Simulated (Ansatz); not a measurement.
**Mo2NO2 monolayer: following an unstable mode**

Which phase does Mo2NO2 monolayer fall into along its unstable mode, and how much energy does it gain?

Method: DFT PBEsol, scalar-relativistic, plane waves, PAW, in Ansatz 0.2.0.

## 1. Starting point

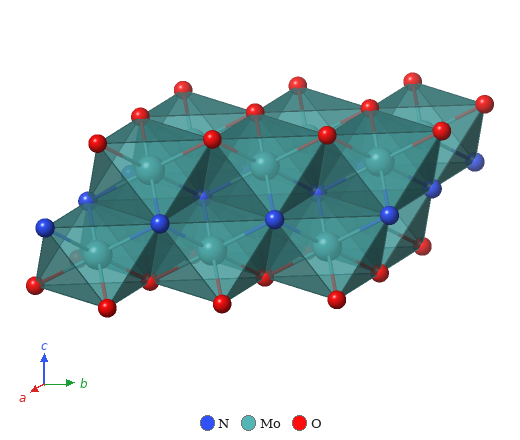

The cell as given, slightly off an axis (nitrogen blue, molybdenum teal, oxygen red). 2×3×1 cells are drawn. Some periodic images of atoms are drawn too.

The cell holds 5 atoms: 1 N, 2 Mo and 2 O. Its edges and angles: a = 3.128 Å, b = 3.128 Å, c = 32.600 Å, α = 90.0°, β = 90.0°, γ = 120.0°. Vacuum lies along c.

## 2. Response at finite wavevector

The cell comes from relaxations at this level that are not shown. Stability and thermal properties need the whole zone. Linear response on a 4×4×1 q mesh gives force constants as far as a supercell of that size would.

The input, input.yaml:

```yaml
crystal:
  lattice:
    - [3.1277744238, 0.0, 0.0]
    - [-1.5638872119, 2.7087321083, 0.0]
    - [0.0, 0.0, 32.6]
  atoms:
    - { symbol: "N", position: [0.0, 0.0, 0.3067484663] }
    - { symbol: Mo, position: [0.3333333333, 0.6666666667, 0.3385189321] }
    - { symbol: Mo, position: [0.6666666667, 0.3333333333, 0.2749780005] }
    - { symbol: O, position: [0.6666666667, 0.3333333333, 0.3700080734] }
    - { symbol: O, position: [0.3333333333, 0.6666666667, 0.2434888592] }
  periodic: [true, true, false]
kpoints:
  mp_grid: { grid: [20, 20, 1] }
hamiltonian:
  xc: pbesol
scf:
  occupations: { method: methfessel_paxton, width: 0.15 }
output:
  eigenvalues: true
phonons:
  method: dfpt
  qmesh: [4, 4, 1]
  temperatures: { t_max: 1000, t_step: 50 }
  qpath:
    path:
      - [0.0, 0.0, 0.0]
      - [0.5, 0.0, 0.0]
      - [0.33333333, 0.33333333, 0.0]
      - [0.0, 0.0, 0.0]
    npoints: 10
```

Started as:

```sh
> ansatz run input.yaml --threads 8 --pin off --max-ram 14336MiB --backend cpu --events-out ev --progress --plain --runs-dir out
```

Numbers of over 12 decimals in the logs are rounded to 6 here.

Log:

```text
Warning: crystal.symmetry: narrowed to the stabiliser of the run's FFT grids — unitary ops 12 → 6. A phonons.method: dfpt run fills in the rows of the dynamical matrix that it does not solve by its symmetry operations, which is exact only for operations that map its FFT grids onto themselves: filled in by any other, the frequencies could depend on the order in which like atoms are typed, or, by more than the grids' own error, on where the crystal sits among the grids' points. Excluded: 6 operations. The run can therefore solve more perturbations, solve them on more k-points, or both, and cost more. [rest of the remark cut]
Engine: ansatz 0.2.0, aarch64-unknown-linux-gnu
Pseudopotentials: kind: paw
Pseudopotential: N, paw, valence charge 5, recommended cutoff 420 eV (normal), N.paw.azcp
Pseudopotential: Mo, paw, valence charge 14, recommended cutoff 420 eV (normal), Mo.paw.azcp
Pseudopotential: O, paw, valence charge 6, recommended cutoff 420 eV (normal), O.paw.azcp
Functional definition: PBEsol
  exchange = pbesol_x
  correlation = pbesol_c
Crystal: 5 atoms, lattice volume = 276.197 Å³
Basis set: ecut = 420 eV, 5353 PW (Γ), exchange–correlation on 48×48×450 points (8 copies of the dense FFT grid, shifted against one another)
Bands: 28, of which v1, the nominal top of the filled ones, is band 23 counted from 1 (22 counted from 0)
Symmetry: 12 space group operations
k-points: 44 of 400 (irreducible under 6 space group operations, time reversal used)
Non-local potential: N, projectors of the file, l = 0: 2, l = 1: 2, l = 2: 1
Non-local potential: Mo, projectors of the file, l = 0: 3, l = 1: 2, l = 2: 2, l = 3: 1
Non-local potential: O, projectors of the file, l = 0: 2, l = 1: 2, l = 2: 1
PAW form: soft (Blöchl's): semilocal exchange-correlation on the pseudo side does not see the compensation charge
PAW frozen core: N, regenerated for the run's functional, and the local potential with it (the file was generated under x = pbe(κ = 0.804, μ = 0.219515), c = pbe(β = 0.066725))
PAW frozen core: Mo, regenerated for the run's functional, and the local potential with it (the file was generated under x = pbe(κ = 0.804, μ = 0.219515), c = pbe(β = 0.066725))
PAW frozen core: O, regenerated for the run's functional, and the local potential with it (the file was generated under x = pbe(κ = 0.804, μ = 0.219515), c = pbe(β = 0.066725))
PAW one-centre angular grid: N, 110 points (default); XC on 64 Gauss nodes
PAW one-centre angular grid: Mo, 590 points (default); XC on 64 Gauss nodes
PAW one-centre angular grid: O, 110 points (default); XC on 64 Gauss nodes
Initial density: superposition of atomic densities (neutral atoms: chi_scale 0, normalization atom), corrected by the library's trained network
Initial wavefunctions: pseudopotential atomic-orbital guess
Functional: x = pbesol(κ = 0.804, μ = 0.123457), c = pbesol(β = 0.046)
SCF iter   1: F=—  HF=-11295.774289 eV  |F-HF|=—  |Δ(HF+E_count)|=         —  Δρ=6.12e-3  dr2=8.19e-2  ethr=1.77e-3  ⟨swp⟩=13.5  Hψ=9817  notcnv=0
preconditioner: auto → LDOS  [metal: Δε(μ)=0.057 eV  Ē_g=9.411 eV  σ=0.150 eV  W_gap=0.31  n_scr=20 (ndim 8)  ℏωp=12.0 eV  f_vac=0.789  D(μ)=2.56/eV (n_scr^D=12)  β→1.0]
SCF iter   2: F=—  HF=-11295.778824 eV  |F-HF|=—  |Δ(HF+E_count)|=   4.54e-3  S|Δr|=    0.00e0  Δρ=4.97e-3  dr2=8.29e-2  ethr=1.82e-4  ⟨swp⟩=3.2  Hψ=3439  notcnv=0  defer=42
SCF iter   3: F=—  HF=-11295.761390 eV  |F-HF|=—  |Δ(HF+E_count)|=   1.74e-2  S|Δr|=    0.00e0  Δρ=6.91e-4  dr2=1.28e-3  ethr=1.82e-4  ⟨swp⟩=3.1  Hψ=2342  notcnv=0  defer=42
SCF iter   4: F=—  HF=-11295.761402 eV  |F-HF|=—  |Δ(HF+E_count)|=   1.22e-5  S|Δr|=    0.00e0  Δρ=1.55e-4  dr2=3.35e-5  ethr=2.85e-6  ⟨swp⟩=4.0  Hψ=3193  notcnv=0  defer=42
SCF iter   5: F=—  HF=-11295.761417 eV  |F-HF|=—  |Δ(HF+E_count)|=   1.43e-5  S|Δr|=    0.00e0  Δρ=4.48e-5  dr2=4.55e-6  ethr=7.45e-8  ⟨swp⟩=3.7  Hψ=3189  notcnv=0  defer=42
SCF iter   6: F=—  HF=-11295.761416 eV  |F-HF|=—  |Δ(HF+E_count)|=   5.74e-7  S|Δr|=    0.00e0  Δρ=8.49e-6  dr2=7.88e-8  ethr=1.01e-8  ⟨swp⟩=3.1  Hψ=2735  notcnv=0  defer=42
SCF iter   7: F=—  HF=-11295.761212 eV  |F-HF|=—  |Δ(HF+E_count)|=   2.04e-4  S|Δr|=    0.00e0  Δρ=1.93e-6  dr2=6.34e-9  ethr=1.75e-10  ⟨swp⟩=3.9  Hψ=3308  notcnv=0  defer=12
SCF iter   8: F=—  HF=-11295.761212 eV  |F-HF|=—  |Δ(HF+E_count)|=   9.36e-8  S|Δr|=    0.00e0  Δρ=5.45e-7  dr2=3.59e-10  ethr=1.41e-11  ⟨swp⟩=3.7  Hψ=3070  notcnv=0  defer=12
SCF iter   9: F=—  HF=-11295.761212 eV  |F-HF|=—  |Δ(HF+E_count)|=   2.19e-8  S|Δr|=    0.00e0  Δρ=9.94e-8  dr2=1.99e-11  ethr=1.00e-12  ⟨swp⟩=3.3  Hψ=2875  notcnv=0  defer=12
SCF iter  10: F=-11295.761212 eV  HF=-11295.761212 eV  |F-HF|=1.56e-10  |Δ(HF+E_count)|=  3.46e-10  S|Δr|=    0.00e0  Δρ=2.74e-8  dr2=1.01e-12  ethr=1.00e-12  ⟨swp⟩=21.4  Hψ=11062  notcnv=0
SCF 1 converged in 10 iterations: F = -11295.761212 eV  dr2 = 1.01e-12
  greatest PAW one-centre occupation: 0.999 electrons in one spin orbital (limit 2), on the Mo atom at site 2 (counted from 0), in its partial waves of l = 0
phonons: the bands overlap, so this run is a metal and interpolates without the dipole-dipole term. If the crystal is really an insulator or semiconductor, its LO-TO splitting is missing
NSCF: frozen V_eff on 44 k-points
WARN: eigensolver did not converge (k=35): 1 band(s) unlocked after 2 eigensolves, warm-restarted (20 sweeps on the last) at ethr=1.38e-12 eV (storage-precision floor; scheduled 1.00e-12 eV) (lowest unlocked band 27, counted from 0; max residual 6.37e-6 eV among the unlocked bands, 6.37e-6 eV over every band; other slots of this pass that fall short are told together in one closing line; warning suppressed until the next SCF loop or pass starts)
NSCF: frozen V_eff on 111 k-points
DFPT response loops at q = (0, 0, 0) (fractional): preconditioner auto → none (partly filled bands, converged f_vac=0.788); β = 0.50; Broyden in place of MSR1
NSCF: frozen V_eff on 420 k-points
DFPT response loops at q = (0, 0.25, 0) (fractional): mixed as the last ones told, above
NSCF: frozen V_eff on 222 k-points
DFPT response loops at q = (0, -0.5, 0) (fractional): mixed as the last ones told, above
NSCF: frozen V_eff on 800 k-points
DFPT response loops at q = (0.25, 0.25, 0) (fractional): mixed as the last ones told, above
SCF converged after 10 iterations
Stability not checked: this state was not tested for a lower state beside it, because cold or Methfessel-Paxton smearing, or corrected tetrahedra, fill the levels in a way that the test cannot read (fill_not_monotonic; see scf.lower_state_search)
Free energy (F): -11295.761212 eV
Harris-Foulkes:  -11295.761212 eV  (|F-HF|=1.56e-10)
Internal energy: -11295.762931 eV  (E = F + TS)
E sigma→0 (E₀):  -11295.761642 eV
Entropy (-TS):   0.001719 eV (0.344 meV/atom)
Fermi energy:    -6.084139 eV
--- Per-component energies (eV) ---
  E_band       = -1172.484337
  E_kinetic    = 1365.464190
  E_local      = -143408.927414  (includes V_loc(G=0)·N_el)
  E_nonlocal   = 430.293196
  E_hartree    = 70770.004825
  E_xc         = -570.246278
  E_vxc        = -720.237257  (∫ρ·V_xc dr)
  E_paw        = -6713.603623  (= ΣΔE_a)
  E_vpaw       = -379.091697  (= ΣTr[D̂ρ^β])
  E_aug_tail   = 0.005032  (compensation charges beyond the density's cutoff)
  E_ewald      = 66830.729867
  E_core_change = 0.517273  (= ΣΔE_core)
  E_smearing   = 0.001719  (= −TS)
  E_closure    = -0.000000  (closes the sum)
  Σ components = -11295.761212   (vs F -11295.761212, Δ=0.00e0)
--- Band table (eV; the first three rows and the last of 44) ---
  k-point 0: bands = [... 19 lower, -9.1655, -8.6645, -8.6645, -6.4098, -5.3294, -5.3294, -4.4294, -3.4628, ... 1 higher]
  k-point 1: bands = [... 19 lower, -9.0978, -8.3980, -8.3866, -6.5007, -5.3100, -5.2259, -4.4183, -3.5129, ... 1 higher]
  k-point 2: bands = [... 19 lower, -8.9763, -8.1019, -7.9712, -6.6260, -5.2389, -5.0273, -4.3869, -3.6066, ... 1 higher]
  k-point 43: bands = [... 19 lower, -10.0966, -7.0614, -6.9142, -6.7386, -4.5513, -4.4204, -3.8469, -2.3288, ... 1 higher]
--- Phonons (Γ-DFPT): 10 representative perturbations + reference (Σ response iterations 51) ---
  ASR residual: 5.975e-5 → 0.000e0 eV/Å²; symmetrization residual: 1.028e-5 eV/Å²
  The last average, over the group as it would stand without the narrowing to the FFT grids, took up to 6.482e-6 eV/Å² of the zone centre's force constants
  ASR residual per site (eV/Å²): 3.07e-5 4.69e-5 5.97e-5 2.85e-5 2.46e-5
  Γ frequencies (cm⁻¹): 0.00 0.00 0.00 155.71 155.71 286.18 361.21 361.21 401.08 401.08 480.28 537.45 543.15 685.21 685.21
--- Phonons (arbitrary-q DFPT): 4 irreducible q on the 4×4×1 mesh ---
  q = [0.0000, 0.0000, 0.0000] (star 1, of the zone-centre solve; hermiticity 7.10e-7, symmetrization 1.93e-13, taken by the last average 2.24e-7): -0.00 -0.00 0.00 155.71 155.71 286.18 361.21 361.21 401.08 401.08 480.28 537.45 543.15 685.21 685.21
  q = [0.0000, 0.2500, 0.0000] (star 6, 15 solved perturbations on 210 of 400 k-point pairs; hermiticity 4.66e-7, symmetrization 5.16e-11, taken by the last average 2.79e-7): -165.65 -85.03 81.79 163.35 165.50 236.59 348.17 369.60 392.02 423.02 487.28 502.03 527.55 690.36 698.37
  q = [0.0000, -0.5000, 0.0000] (star 3, 15 solved perturbations on 111 of 400 k-point pairs; hermiticity 3.02e-7, symmetrization 6.53e-11, taken by the last average 2.13e-7): -131.38 -52.79 153.55 175.00 189.21 292.24 377.72 387.03 394.88 427.34 471.20 492.86 508.64 652.95 697.52
  q = [0.2500, 0.2500, 0.0000] (star 6, 10 solved perturbations in 3050 linear systems a pass and spin channel, the states on 400 of 400 k-point pairs; hermiticity 3.23e-7, symmetrization 1.46e-10, taken by the last average 2.25e-7): -136.75 86.42 151.99 163.99 183.52 290.36 355.16 394.68 405.68 406.16 478.36 480.29 522.73 687.66 717.18
  sum rule: each row above includes the acoustic sum rule's correction from the zone centre's row sums; it moved no ω² by more than (0.77 cm⁻¹)²
  mesh force constants: q→R imaginary residual 5.77e-18; ASR residual 5.975e-5 → 0.000e0 eV/Å²; symmetrization residual 1.421e-14 eV/Å²
  interpolated dispersion: 31 rows × 15 modes
  density of states and harmonic sums: on the 24×24×1 q-mesh, interpolated from the force constants of a 4×4×1 supercell (no non-analytic term)
  largest difference from the sums on the solved wave vectors: F 3.68e-2 eV, S 4.26e-5 and C_V 1.15e-5 eV/K
  zero-point energy: 0.321627 eV/cell   skipped modes (ω ≤ 0): 100, of them read as no rigid motion or as one in doubt: 97 (1.615e0 modes/cell left out, lowest -172.47 cm⁻¹)   left out of the sums: 1.08e-1 of the cell's modes: C_V's classical limit lies that fraction below 3 k_B per atom; for a crystal, a wire or a layer, F and S can be off by more, and a phonons.interpolated_qmesh denser along its periods is the remedy for the sampling
```

The job ended after 18 min (8 threads of Arm Neoverse V2, shared host; peak memory 5.8 GiB; 2.3 h of CPU time).

In the SCF lines HF is the Harris–Foulkes energy and dr2 the Hartree energy of the density residual, in eV; the loop may stop once dr2 is under the threshold and the program's other checks hold. Hψ counts applications of the Hamiltonian.

This run has no spin polarisation, although Mo can carry a moment.

Numbers from this step:

```yaml
gap_on_the_k_mesh: 0 eV
sum_rule_residual_before_enforcement: 5.97e-5 eV/Å²
lowest_frequency_on_the_path: -172.5 cm⁻¹
point_group: -3m
highest_frequency_on_the_path_or_at_a_solved_wavevector: 720.5 cm⁻¹
area_per_atom: 1.694 Å²
highest_optical_mode_at_the_zone_centre_no_lo_to_term: 685.2 cm⁻¹
lowest_optical_zone_centre_mode: 155.7 cm⁻¹
lowest_mode_on_the_q_mesh_acoustic_modes_at_gamma_apart: -165.7 cm⁻¹
```

Frequencies (cm⁻¹) solved at each irreducible wavevector; negative means imaginary. Frequencies by wavevector, by row:

```tsv
q in reciprocal lattice units	star	mode 1	mode 2	mode 3	mode 4	mode 13	mode 14	mode 15
0 0 0	1	0	0	0	155.7	543.1	685.2	685.2
0 0.25 0	6	-165.7	-85	81.8	163.3	527.5	690.4	698.4
0 -0.5 0	3	-131.4	-52.8	153.6	175	508.6	653	697.5
0.25 0.25 0	6	-136.8	86.4	152	164	522.7	687.7	717.2
```

Interpolated from a 4×4×1 q mesh. The phonon branches at the labelled points (cm⁻¹):

```tsv
point	branch 1	branch 2	branch 3	branch 4	branch 12	branch 13	branch 14	branch 15
Γ	0	0	0	156	537	543	685	685
M	-131	-53	154	175	493	509	653	698
K	42	104	104	178	477	521	715	715
Γ	0	0	0	156	537	543	685	685
```

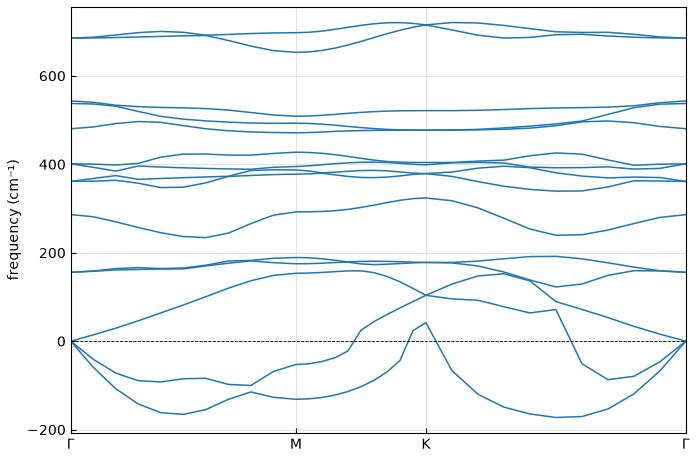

Phonon branches along the path.

Symmetry leaves 4 wavevectors to solve. The lowest mode among them, the acoustic zeros apart, lies at q = (0, 0.25, 0) and is imaginary, 165.7i cm⁻¹, so the energy falls along it. Between them the interpolated path dips to 172i cm⁻¹.

## 3. The mode frozen in, largest atomic shift 0 Å

The mode followed lies at q = (0, -0.5, 0) with frequency 131.4i cm⁻¹, one of the unstable modes though not the softest. At small amplitude the distorted cell has space group no. 11 by a symmetry search on the positions. The undistorted cell that holds it gives the zero of energy on the same k mesh.

System of this step: Mo2NO2 monolayer. The cell holds 10 atoms: 2 N, 4 Mo and 4 O. Cell: a = 3.128 Å, b = 5.417 Å, c = 32.600 Å, α = 90.0°, β = 90.0°, γ = 90.0°. It derives from Mo2NO2. Vacuum lies along c.

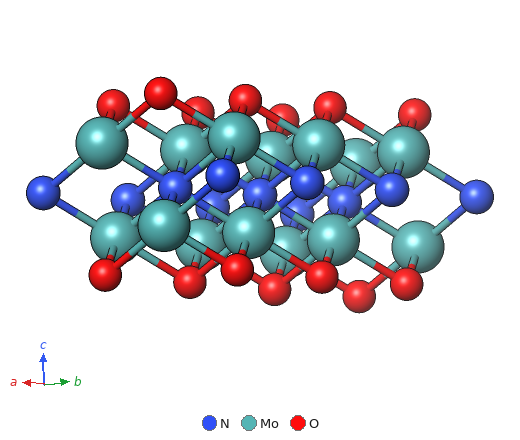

The cell of this step (nitrogen blue, molybdenum teal, oxygen red). 3×1×1 cells are drawn. Some periodic images of atoms are drawn too.

The input, input.yaml:

```yaml
crystal:
  lattice:
    - [3.1277744238, 0.0, 0.0]
    - [-1.0e-10, 5.4174642167, 0.0]
    - [0.0, 0.0, 32.6]
  atoms:
    - { symbol: "N", position: [1.0, 0.0, 0.3067484663] }
    - { symbol: "N", position: [0.5, 0.5, 0.3067484663] }
    - { symbol: Mo, position: [0.0, 0.3333333333, 0.3385189321] }
    - { symbol: Mo, position: [0.5, 0.8333333333, 0.3385189321] }
    - { symbol: Mo, position: [0.5, 0.1666666667, 0.2749780005] }
    - { symbol: Mo, position: [1.0, 0.6666666667, 0.2749780005] }
    - { symbol: O, position: [0.5, 0.1666666667, 0.3700080734] }
    - { symbol: O, position: [1.0, 0.6666666667, 0.3700080734] }
    - { symbol: O, position: [0.0, 0.3333333333, 0.2434888592] }
    - { symbol: O, position: [0.5, 0.8333333333, 0.2434888592] }
  periodic: [true, true, false]
kpoints:
  mp_grid: { grid: [12, 8, 1] }
hamiltonian:
  xc: pbesol
scf:
  occupations: { method: methfessel_paxton, width: 0.15 }
output:
  forces: true
  stress: true
  eigenvalues: true
```

Log:

```text
[...]
Crystal: 10 atoms, lattice volume = 552.394 Å³
Basis set: ecut = 420 eV, 10793 PW (Γ), exchange–correlation on 48×80×450 points (8 copies of the dense FFT grid, shifted against one another)
Bands: 55, of which v1, the nominal top of the filled ones, is band 45 counted from 1 (44 counted from 0)
Symmetry: 8 space group operations
[...]
k-points: 35 of 96
[...]
k-point 0: bands = [... 41 lower, -8.6653, -7.9925, -6.4110, -6.2613, -6.0323, -5.3307, -5.3305, -4.9413, ... 6 higher]
  k-point 1: bands = [... 41 lower, -8.2841, -8.0133, -6.5394, -6.3364, -5.9784, -5.2993, -5.1796, -4.8428, ... 6 higher]
  k-point 2: bands = [... 41 lower, -8.0073, -7.7753, -6.6359, -6.5287, -5.8764, -5.1766, -4.9379, -4.7175, ... 6 higher]
  k-point 34: bands = [... 41 lower, -7.9932, -6.2610, -6.2610, -6.0317, -6.0317, -4.9404, -4.9404, -4.7660, ... 6 higher]
[key lines of the parts left out:]
SCF converged after 7 iterations
Free energy (F): -22591.521481 eV
Fermi energy:    -6.090864 eV
P = ½ c Tr σ = -0.0327 N/m
```

Wall time 9.8 s (8 threads); peak memory 2.1 GiB.

Numbers from this step:

```
energy from the undistorted cell : 0 meV/atom
```

## 4. The mode frozen in, largest atomic shift 0.14 Å

The atoms are moved along the unstable eigenvector, the largest shift by 0.14 Å, with the cell fixed.

The input, input.yaml:

```yaml
crystal:
  lattice:
    - [3.1277744238, 0.0, 0.0]
    - [-1.0e-10, 5.4174642167, 0.0]
    - [0.0, 0.0, 32.6]
  atoms:
    - { symbol: "N", position: [1.0, 0.0055265023, 0.3109435943] }
    - { symbol: "N", position: [0.5, 0.4944734977, 0.3025533382] }
    - { symbol: Mo, position: [0.0, 0.3466800555, 0.3383811111] }
    - { symbol: Mo, position: [0.5, 0.8199866112, 0.338656753] }
    - { symbol: Mo, position: [0.5, 0.1533199445, 0.2751158214] }
    - { symbol: Mo, position: [1.0, 0.6800133888, 0.2748401795] }
    - { symbol: O, position: [0.5, 0.1692508549, 0.3679124384] }
    - { symbol: O, position: [1.0, 0.6640824784, 0.3721037083] }
    - { symbol: O, position: [0.0, 0.3307491451, 0.2455844941] }
    - { symbol: O, position: [0.5, 0.8359175216, 0.2413932242] }
  periodic: [true, true, false]
kpoints:
  mp_grid: { grid: [12, 8, 1] }
hamiltonian:
  xc: pbesol
scf:
  occupations: { method: methfessel_paxton, width: 0.15 }
output:
  forces: true
  stress: true
  eigenvalues: true
  write_density: true
  write_potential: true
  elf: true
  volumetric_format: npy
```

Log:

```text
[...]
Crystal: 10 atoms, lattice volume = 552.394 Å³
Basis set: ecut = 420 eV, 10793 PW (Γ), exchange–correlation on 48×80×450 points (8 copies of the dense FFT grid, shifted against one another)
Bands: 55, of which v1, the nominal top of the filled ones, is band 45 counted from 1 (44 counted from 0)
Symmetry: 4 space group operations
[...]
k-points: 35 of 96
[...]
k-point 0: bands = [... 41 lower, -8.5973, -7.9038, -6.5571, -6.2578, -6.1325, -5.3988, -5.3067, -4.8362, ... 6 higher]
  k-point 1: bands = [... 41 lower, -8.3082, -7.8660, -6.6694, -6.3531, -6.1352, -5.3533, -5.1805, -4.7118, ... 6 higher]
  k-point 2: bands = [... 41 lower, -7.8625, -7.7165, -6.7828, -6.5835, -6.1103, -5.2087, -5.0081, -4.7371, ... 6 higher]
  k-point 34: bands = [... 41 lower, -7.9672, -6.2836, -6.2836, -6.0438, -6.0438, -5.0068, -5.0068, -4.6438, ... 6 higher]
[key lines of the parts left out:]
SCF converged after 8 iterations
Free energy (F): -22591.574801 eV
Fermi energy:    -6.169652 eV
P = ½ c Tr σ = -1.2153 N/m
```

Wall time 15 s (8 threads); peak memory 2.1 GiB.

Numbers from this step:

- energy from the undistorted cell: -5.176 meV/atom

The energy, extrapolated to zero smearing, is -5.18 meV/atom against the undistorted cell.

## 5. Energy along the mode, all amplitudes (two of the runs are shown above)

An imaginary frequency means negative curvature, so the energy should fall and then rise again as anharmonic terms take over.

Numbers from this step:

* depth at the lowest point sampled: 5.176 meV/atom
* largest atomic shift at that point: 0.14 Å

Energy from the parent against largest atomic shift:

```tsv
largest atomic shift (Å)	energy from the parent (meV/atom)
0.000	0
0.040	-0.709
0.080	-2.49
0.140	-5.18
0.220	-2.96
0.320	29.1
```

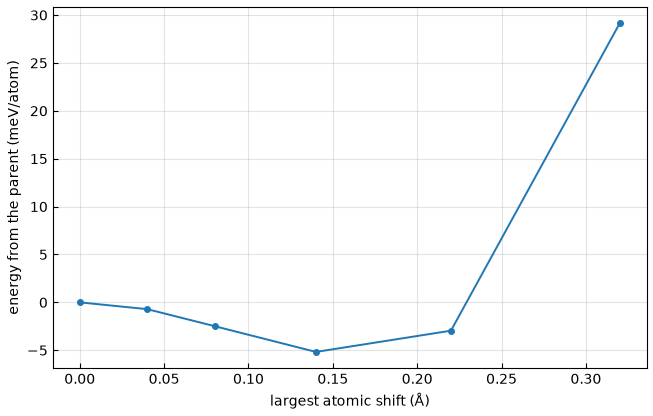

Energy from the parent against largest atomic shift.

Displacement at unit largest shift by atom:

```tsv
atom	x (Å)	y (Å)	z (Å)	size
N1	0.00	0.21	0.98	1.00
N2	0.00	-0.21	-0.98	1.00
Mo3	0.00	0.52	-0.03	0.52
Mo4	0.00	-0.52	0.03	0.52
Mo5	0.00	-0.52	0.03	0.52
Mo6	0.00	0.52	-0.03	0.52
O7	0.00	0.10	-0.49	0.50
O8	0.00	-0.10	0.49	0.50
O9	0.00	-0.10	0.49	0.50
O10	0.00	0.10	-0.49	0.50
```

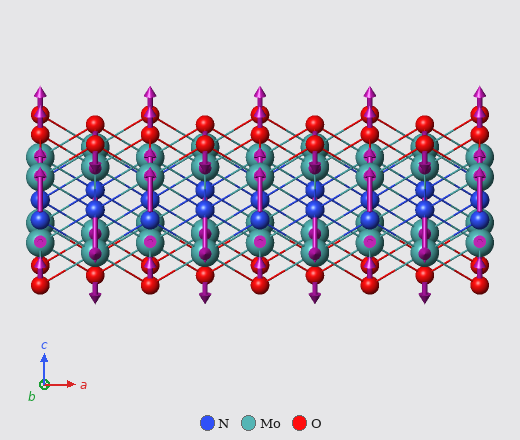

Displacement at unit largest shift as arrows, the longest 1.00 Å. 4×2×1 cells are drawn. Some periodic images of atoms are drawn too.

The lowest of the steps tried is at 0.14 Å, 5.18 meV/atom below the parent; the bottom of the well need not coincide with a step.

[end of part 1 of 2]

[Logs are printed without paths, hosts, clocks, repeated set-up lines and the standing remarks that a program may print on its own settings, such as how far it seeks lower states.]

[Hosts, paths, dates, database ids (printed as entryN), source tags and the programs' standing remarks are cut or masked in the printed files.]
